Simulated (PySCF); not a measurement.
# PF₃: electronic excitations at several levels of theory

How much do the electronic excitations of PF₃ (`FP(F)F`) depend on the level of theory, and what does each level cost?

Computed with PySCF 2.14.0, with density-fitted response routines of our own, on a single molecule in the gas phase. Atoms are numbered from 0 throughout.

### Step 1. The molecule as given

4 atoms, charge 0, multiplicity 1; geometry from: GFN2-xTB.

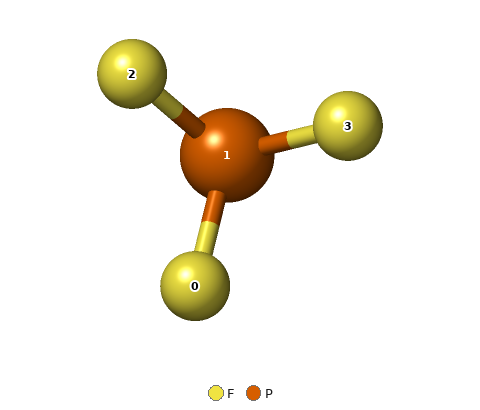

As it starts; fluorine yellow, phosphorus orange, atoms numbered.

### Step 2. Optimising the geometry at PBE0-D3(BJ)/def2-TZVP

Job settings and geometry (Å):

```
{"job": {"xc": "PBE0", "basis": "def2-TZVP", "d3": "d3bj", "grid": 2, "kind": "geom"}, "charge": 0, "multiplicity": 1}
F     -0.868700    -1.029340    -0.310040
P      0.003280    -0.007360     0.554880
F      1.326570    -0.230060    -0.312400
F     -0.463170     1.271280    -0.282200
```

The program printed:

```text
step   0  E = -640.72588401  max force = 0.052899
step   1  E = -640.72808724  max force = 0.011317
step   2  E = -640.72942138  max force = 0.003528
step   3  E = -640.72945059  max force = 0.000371
step   4  E = -640.72945100  max force = 0.000055
optimisation converged
```

Wall time 18 s (4 threads of Intel Xeon at 2.70GHz, shared host).

Step by step:

```csv
step,energy from step 0 (eV),largest force component (eV/Å)
0,0.0000,2.7202
1,-0.0600,0.5819
2,-0.0963,0.1814
3,-0.0971,0.0191
4,-0.0971,0.0028
```

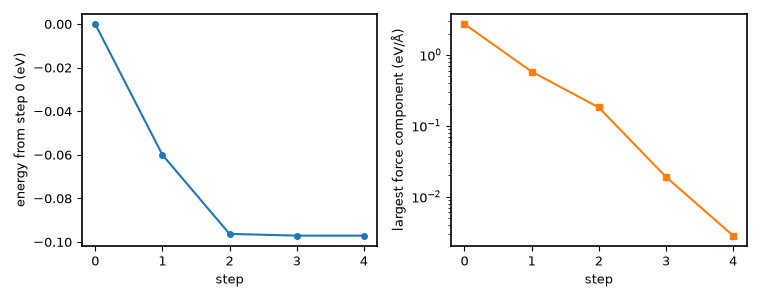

Energy and force, step by step.

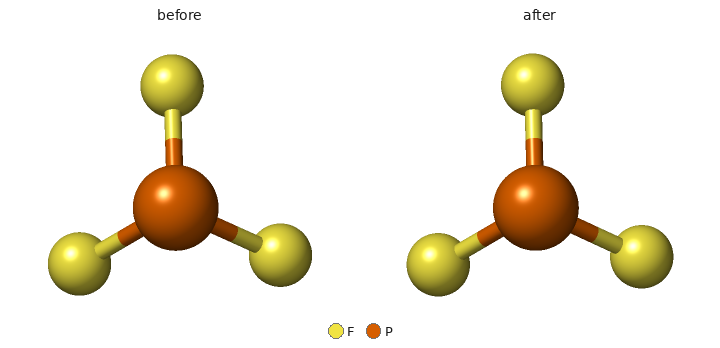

The geometry before (left) and after (right).

Close pairs (by a distance rule), those that changed most:

```csv
bond,before (Å),after (Å),change (Å)
P1–F3,1.598,1.572,-0.026
P1–F2,1.598,1.572,-0.026
F0–P1,1.598,1.572,-0.026
```

The final coordinates are the input of the step that follows.

```csv
at the end point,value
point group (found at 0.08 Å tolerance),C3v
"rotational constants (GHz, main isotopes)","7.745, 7.739, 4.759"
dipole moment (D),0.98
```

### Step 3. Excited states and response: CAM-B3LYP/aug-cc-pVTZ

Job settings and geometry (Å):

```
{"job": {"kind": "uv", "xc": "CAM-B3LYP", "basis": "aug-cc-pVTZ", "nstates": 14, "ntriplets": 2}, "charge": 0, "multiplicity": 1}
F     -0.882844    -1.038440    -0.293068
P      0.001451    -0.006705     0.496746
F      1.342412    -0.238148    -0.289705
F     -0.463039     1.287813    -0.263733
```

Method: TDDFT CAM-B3LYP/aug-cc-pVTZ, vertical, gas phase, core orbitals frozen in the response.

The program printed:

```text
coarse grid: 4888 points
cycle   1  E = -640.9665127366  dE =  5.372e-01  |g| = 8.542e-01  |ddm| = 2.836e+00
cycle   2  E = -640.8995612401  dE =  6.695e-02  |g| = 1.150e+00  |ddm| = 1.720e+00
cycle   3  E = -641.0798255022  dE = -1.803e-01  |g| = 4.550e-02  |ddm| = 9.424e-01
cycle   4  E = -641.0801567834  dE = -3.313e-04  |g| = 9.920e-03  |ddm| = 5.893e-02
cycle   5  E = -641.0801794286  dE = -2.265e-05  |g| = 9.121e-04  |ddm| = 1.759e-02
cycle   6  E = -641.0801799446  dE = -5.159e-07  |g| = 3.244e-04  |ddm| = 2.860e-03
final grid: 46744 points
cycle   7  E = -641.0769997303  dE = -1.392e-05  |g| = 2.829e-03  |ddm| = 2.104e-02
cycle   8  E = -641.0769993113  dE =  4.190e-07  |g| = 3.325e-03  |ddm| = 5.378e-03
cycle   9  E = -641.0770006956  dE = -1.384e-06  |g| = 1.866e-04  |ddm| = 2.921e-03
cycle  10  E = -641.0770007017  dE = -6.140e-09  |g| = 3.877e-05  |ddm| = 2.528e-04
cycle  11  E = -641.0770007020  dE = -3.198e-10  |g| = 2.247e-05  |ddm| = 7.284e-05
converged SCF energy = -641.0770007020

Static polarisability (au): isotropic 25.975, principal 23.969 26.976 26.980

Singlet excitations
state   eV       nm        f      main configurations
  1   7.8887    157.2   0.18522   H->L 0.94
  2   7.8902    157.1   0.18527   H->L+1 0.94
  3   9.0052    137.7   0.11493   H->L+2 0.90
  4   9.2342    134.3   0.10374   H->L+3 0.88, H->L+2 0.08
  5  10.1323    122.4   0.00024   H->L+4 0.89
  6  10.1328    122.4   0.00024   H->L+5 0.89
  7  10.8416    114.4   0.03865   H-1->L 0.81, H-1->L+4 0.09
  8  10.8431    114.3   0.03860   H-1->L+1 0.81, H-1->L+5 0.09
  9  10.9481    113.2   0.00000   H-3->L 0.44, H-2->L+1 0.42
 10  11.0214    112.5   0.00001   H-2->L+1 0.42, H-3->L 0.41
 11  11.0216    112.5   0.00002   H-2->L 0.42, H-3->L+1 0.41
 12  11.2460    110.2   0.02221   H-3->L+1 0.39, H-2->L 0.38, H->L+8 0.08
 13  11.6979    106.0   0.00216   H->L+6 0.95
 14  11.6981    106.0   0.00218   H->L+7 0.95

Triplet excitations (Tamm-Dancoff, eV): 5.8765 5.8785
```

It took 15 s on 4 threads of Intel Xeon at 2.70GHz, shared host.

Frontier orbitals and where they lie:

```csv
orbital,eV,atoms
HOMO−3,-14.54,"F2 45 %, F0 38 %, F3 10 %"
HOMO−2,-14.54,"F3 52 %, F0 24 %, F2 16 %"
HOMO−1,-14.15,"F3 31 %, F0 31 %, F2 31 %"
HOMO,-10.76,"P1 59 %, F2 14 %, F0 14 %"
LUMO,0.39,"P1 76 %, F3 9 %, F0 8 %"
LUMO+1,0.39,"P1 76 %, F2 9 %, F0 8 %"
LUMO+2,1.10,"P1 86 %, F0 4 %, F2 4 %"
```

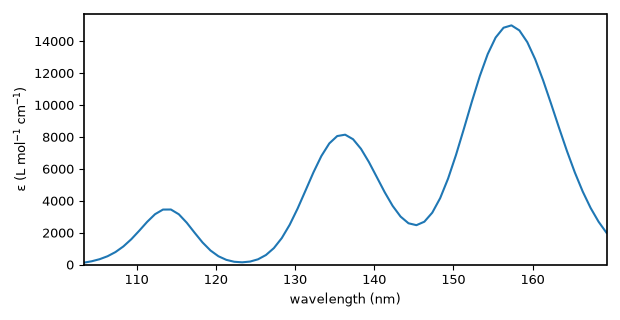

Absorption spectrum: each of the 14 states is a Gaussian band of 0.4 eV half-width at 1/e. Beyond the last state computed it falls off for lack of states.

Ground-state properties from the same run:

```csv
property,computed
dipole moment (D),1.10
polarisability (Å³),3.85
HOMO–LUMO gap (eV),11.14
−ε(HOMO) (eV),10.76
```

### Step 4. Excited states and response: PBE0/aug-cc-pVTZ

Job settings and geometry (Å):

```
{"job": {"kind": "uv", "xc": "PBE0", "basis": "aug-cc-pVTZ", "nstates": 14, "ntriplets": 2}, "charge": 0, "multiplicity": 1}
F     -0.882844    -1.038440    -0.293068
P      0.001451    -0.006705     0.496746
F      1.342412    -0.238148    -0.289705
F     -0.463039     1.287813    -0.263733
```

Method: TDDFT PBE0/aug-cc-pVTZ, vertical, gas phase, core orbitals frozen in the response.

The program printed:

```text
coarse grid: 4888 points
cycle   1  E = -640.6092931791  dE =  5.618e-01  |g| = 8.011e-01  |ddm| = 2.870e+00
cycle   2  E = -640.4755638555  dE =  1.337e-01  |g| = 1.261e+00  |ddm| = 1.807e+00
cycle   3  E = -640.7070248075  dE = -2.315e-01  |g| = 3.624e-02  |ddm| = 1.074e+00
cycle   4  E = -640.7072239248  dE = -1.991e-04  |g| = 1.137e-02  |ddm| = 5.338e-02
cycle   5  E = -640.7072438252  dE = -1.990e-05  |g| = 9.073e-04  |ddm| = 1.332e-02
cycle   6  E = -640.7072440778  dE = -2.526e-07  |g| = 2.751e-04  |ddm| = 1.918e-03
final grid: 46744 points
cycle   7  E = -640.7126463863  dE = -2.230e-05  |g| = 3.057e-03  |ddm| = 3.319e-02
cycle   8  E = -640.7126454982  dE =  8.880e-07  |g| = 3.972e-03  |ddm| = 6.329e-03
cycle   9  E = -640.7126477612  dE = -2.263e-06  |g| = 4.350e-04  |ddm| = 3.715e-03
cycle  10  E = -640.7126477837  dE = -2.248e-08  |g| = 5.857e-05  |ddm| = 4.606e-04
cycle  11  E = -640.7126477841  dE = -4.262e-10  |g| = 3.262e-05  |ddm| = 7.999e-05
cycle  12  E = -640.7126477843  dE = -1.295e-10  |g| = 1.297e-05  |ddm| = 3.877e-05
converged SCF energy = -640.7126477843

Static polarisability (au): isotropic 25.996, principal 24.028 26.977 26.982

Singlet excitations
state   eV       nm        f      main configurations
  1   7.8485    158.0   0.18169   H->L 0.98
  2   7.8499    157.9   0.18173   H->L+1 0.98
  3   8.9279    138.9   0.12849   H->L+3 0.61, H->L+2 0.39
  4   9.0056    137.7   0.07061   H->L+2 0.61, H->L+3 0.38
  5   9.9159    125.0   0.00048   H->L+4 0.96
  6   9.9165    125.0   0.00048   H->L+5 0.96
  7  10.5942    117.0   0.03488   H-1->L 0.91
  8  10.5959    117.0   0.03485   H-1->L+1 0.91
  9  10.7350    115.5   0.00000   H-3->L 0.51, H-2->L+1 0.47
 10  10.7709    115.1   0.00011   H-2->L 0.45, H-3->L+1 0.44
 11  10.7709    115.1   0.00013   H-2->L+1 0.47, H-3->L 0.43
 12  10.9623    113.1   0.02340   H-3->L+1 0.45, H-2->L 0.44
 13  11.4847    108.0   0.00217   H->L+6 0.99
 14  11.4850    108.0   0.00218   H->L+7 0.99

Triplet excitations (Tamm-Dancoff, eV): 5.7399 5.7418
```

Run time: 14 s. Hardware: 4 threads of Intel Xeon at 2.70GHz, shared host.

Key values: HOMO -9.27 eV, LUMO -0.45 eV; lowest singlet 7.85 eV.

### Step 5. Ultraviolet spectrum: wB97X-D/aug-cc-pVTZ

Job settings and geometry (Å):

```
{"job": {"kind": "uv", "xc": "wB97X-D", "basis": "aug-cc-pVTZ", "nstates": 14, "ntriplets": 2}, "charge": 0, "multiplicity": 1}
F     -0.882844    -1.038440    -0.293068
P      0.001451    -0.006705     0.496746
F      1.342412    -0.238148    -0.289705
F     -0.463039     1.287813    -0.263733
```

Level: TDDFT wB97X-D/aug-cc-pVTZ, vertical, gas phase, core orbitals frozen in the response.

The program printed:

```text
coarse grid: 4888 points
cycle   1  E = -640.9109869688  dE =  5.208e-01  |g| = 8.480e-01  |ddm| = 2.865e+00
cycle   2  E = -640.8837822342  dE =  2.720e-02  |g| = 1.027e+00  |ddm| = 1.649e+00
cycle   3  E = -641.0255759246  dE = -1.418e-01  |g| = 4.372e-02  |ddm| = 8.623e-01
cycle   4  E = -641.0258888938  dE = -3.130e-04  |g| = 1.001e-02  |ddm| = 5.514e-02
cycle   5  E = -641.0259184917  dE = -2.960e-05  |g| = 1.242e-03  |ddm| = 1.994e-02
cycle   6  E = -641.0259196622  dE = -1.170e-06  |g| = 4.164e-04  |ddm| = 4.672e-03
final grid: 46744 points
cycle   7  E = -641.0361243653  dE = -2.478e-05  |g| = 1.160e-02  |ddm| = 3.740e-02
cycle   8  E = -641.0361189773  dE =  5.388e-06  |g| = 1.325e-02  |ddm| = 2.205e-02
cycle   9  E = -641.0361408947  dE = -2.192e-05  |g| = 3.017e-04  |ddm| = 1.162e-02
cycle  10  E = -641.0361409083  dE = -1.360e-08  |g| = 5.766e-05  |ddm| = 3.962e-04
cycle  11  E = -641.0361409095  dE = -1.199e-09  |g| = 1.451e-05  |ddm| = 1.334e-04
cycle  12  E = -641.0361409095  dE = -7.435e-11  |g| = 6.792e-06  |ddm| = 3.139e-05
converged SCF energy = -641.0361409095

Static polarisability (au): isotropic 26.046, principal 24.055 27.040 27.044

Singlet excitations
state   eV       nm        f      main configurations
  1   7.9244    156.5   0.18578   H->L 0.91
  2   7.9258    156.4   0.18579   H->L+1 0.91
  3   8.9888    137.9   0.14422   H->L+2 0.92
  4   9.4484    131.2   0.06647   H->L+3 0.92
  5  10.0902    122.9   0.00033   H->L+4 0.87
  6  10.0907    122.9   0.00033   H->L+5 0.87
  7  10.8293    114.5   0.03942   H-1->L 0.79, H-1->L+4 0.13
  8  10.8309    114.5   0.03939   H-1->L+1 0.79, H-1->L+5 0.13
  9  10.9374    113.4   0.00000   H-3->L 0.42, H-2->L+1 0.40, H-3->L+4 0.08
 10  10.9891    112.8   0.00013   H-2->L 0.26, H-3->L+1 0.26, H-2->L+1 0.16
 11  10.9891    112.8   0.00014   H-2->L+1 0.27, H-3->L 0.25, H-2->L 0.16
 12  11.1970    110.7   0.02234   H-3->L+1 0.39, H-2->L 0.38
 13  11.7767    105.3   0.10032   H->L+8 0.76
 14  11.9074    104.1   0.00119   H->L+6 0.93

Triplet excitations (Tamm-Dancoff, eV): 5.9978 5.9997
```

It took 15 s on 4 threads of Intel Xeon at 2.70GHz, shared host.

Key values: HOMO -11.18 eV, LUMO 1.20 eV; lowest singlet 7.92 eV.

### Step 6. TDDFT and polarisability: PBE/aug-cc-pVTZ

Job settings and geometry (Å):

```
{"job": {"kind": "uv", "xc": "PBE", "basis": "aug-cc-pVTZ", "nstates": 14, "ntriplets": 2}, "charge": 0, "multiplicity": 1}
F     -0.882844    -1.038440    -0.293068
P      0.001451    -0.006705     0.496746
F      1.342412    -0.238148    -0.289705
F     -0.463039     1.287813    -0.263733
```

Method: TDDFT PBE/aug-cc-pVTZ, vertical, gas phase, core orbitals frozen in the response.

The program printed:

```text
coarse grid: 4888 points
cycle   1  E = -640.5760814564  dE =  5.958e-01  |g| = 8.602e-01  |ddm| = 2.988e+00
cycle   2  E = -640.1570449555  dE =  4.190e-01  |g| = 1.873e+00  |ddm| = 2.249e+00
cycle   3  E = -640.6843786486  dE = -5.273e-01  |g| = 5.168e-02  |ddm| = 1.559e+00
cycle   4  E = -640.6849485755  dE = -5.699e-04  |g| = 2.053e-02  |ddm| = 1.078e-01
cycle   5  E = -640.6850241651  dE = -7.559e-05  |g| = 4.421e-03  |ddm| = 2.034e-02
cycle   6  E = -640.6850279349  dE = -3.770e-06  |g| = 7.708e-04  |ddm| = 5.704e-03
final grid: 46744 points
cycle   7  E = -640.6904619390  dE = -3.513e-05  |g| = 3.009e-03  |ddm| = 4.289e-02
cycle   8  E = -640.6904615297  dE =  4.092e-07  |g| = 3.379e-03  |ddm| = 7.911e-03
cycle   9  E = -640.6904632662  dE = -1.736e-06  |g| = 1.437e-03  |ddm| = 4.405e-03
cycle  10  E = -640.6904635519  dE = -2.857e-07  |g| = 1.873e-04  |ddm| = 1.370e-03
cycle  11  E = -640.6904635551  dE = -3.252e-09  |g| = 1.194e-04  |ddm| = 2.500e-04
cycle  12  E = -640.6904635572  dE = -2.052e-09  |g| = 1.648e-05  |ddm| = 1.167e-04
cycle  13  E = -640.6904635572  dE = -4.218e-11  |g| = 1.438e-06  |ddm| = 1.639e-05
converged SCF energy = -640.6904635572

Static polarisability (au): isotropic 27.592, principal 25.743 28.514 28.519

Singlet excitations
state   eV       nm        f      main configurations
  1   7.4509    166.4   0.15480   H->L 0.91
  2   7.4521    166.4   0.15482   H->L+1 0.91
  3   8.1802    151.6   0.07154   H->L+2 0.87, H->L+3 0.12
  4   8.3391    148.7   0.10454   H->L+3 0.87, H->L+2 0.12
  5   9.1865    135.0   0.00091   H->L+4 0.73, H-1->L+1 0.23
  6   9.1865    135.0   0.00094   H->L+5 0.73, H-1->L 0.24
  7   9.4565    131.1   0.02972   H-1->L 0.68, H->L+5 0.18
  8   9.4571    131.1   0.02956   H-1->L+1 0.68, H->L+4 0.18
  9   9.5441    129.9   0.00000   H-3->L 0.51, H-2->L+1 0.49
 10   9.6036    129.1   0.00280   H-2->L+1 0.47, H-3->L 0.44
 11   9.6040    129.1   0.00294   H-2->L 0.46, H-3->L+1 0.45
 12   9.8219    126.2   0.03549   H-3->L+1 0.47, H-2->L 0.47
 13  10.6256    116.7   0.00000   H-5->L 0.48, H-4->L+1 0.48
 14  10.6415    116.5   0.00013   H-4->L 0.50, H-5->L+1 0.49

Triplet excitations (Tamm-Dancoff, eV): 5.6713 5.6731
```

It took 11 s on 4 threads of Intel Xeon at 2.70GHz, shared host.

This run: HOMO -7.85 eV, LUMO -1.33 eV; lowest singlet 7.45 eV.

### Step 7. Side by side: electronic excitations

Excitations and ground-state properties, with basis size and wall time:

```csv
run,lowest singlet (eV),brightest (eV),f,gap (eV),α (Å³),μ (D),functions,time
CAM-B3LYP/aug-cc-pVTZ,7.89,7.89,0.185,11.14,3.85,1.10,188,15 s
PBE0/aug-cc-pVTZ,7.85,7.85,0.182,8.82,3.85,1.00,188,14 s
wB97X-D/aug-cc-pVTZ,7.92,7.93,0.186,12.37,3.86,0.99,188,15 s
PBE/aug-cc-pVTZ,7.45,7.45,0.155,6.52,4.09,0.88,188,11 s
```

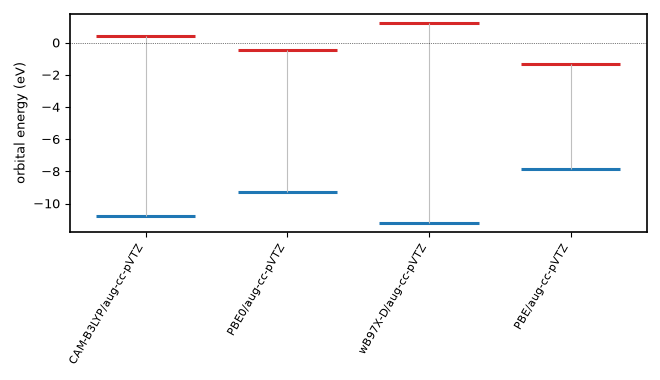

HOMO (blue) and LUMO (red) run by run.

### Step 8. Outcome

| quantity | value |
| --- | --- |
| point group | C3v |
| rotational constants (main isotopes) | 7.74, 7.74, 4.76 GHz |
| lowest singlet (CAM-B3LYP/aug-cc-pVTZ) | 7.89 eV (157 nm), f = 0.185 |
| brightest single state of those computed | state 2, 7.89 eV, f = 0.185 |
| lowest triplet | 5.88 eV |
| range of the lowest singlet | 7.45 to 7.92 eV |

Single values in the summary come from the first sound run of each kind (CAM-B3LYP/aug-cc-pVTZ), which need not be the best level. Over 4 steps the energy fell by 0.097 eV; of the close pairs, P1–F3 changed most, 1.598 to 1.572 Å. The lowest singlet, at 7.89 eV, is HOMO→LUMO 0.94 and is bright; of the 14 states computed, the strongest absorption comes from states 1 to 2 together at 7.89 eV. The lowest triplet lies 2.01 eV below the lowest singlet (triplets in Tamm-Dancoff, singlets in full TDDFT). The lowest singlet runs from 7.45 eV (PBE/aug-cc-pVTZ) to 7.92 eV (wB97X-D/aug-cc-pVTZ), while the orbital gap spans 6.52 to 12.37 eV: the excitation energy moves far less from run to run than the orbital gap does. The lowest state need not be the same one in every run.
